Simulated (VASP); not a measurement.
Band structure of LaCu₅ (space group P6/mmm). Method: PBEsol GGA, VASP's PBE PAW potentials (set 64) (plane waves; VASP).

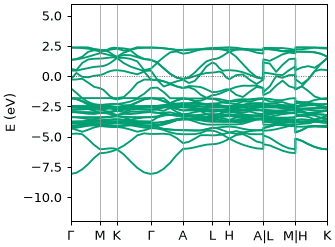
Figure: Bands along high-symmetry lines, zero at the valence-band maximum or, without a gap, the Fermi level

Question: Read the plot: is there a gap, and where are the band edges?

Answer: It has no gap at this level: it comes out as a metal or semimetal.

The structure comes from a computed database's LaCu5 entry (P6/mmm); how it stands against other phases isn't given here. The cell was not relaxed at this level.
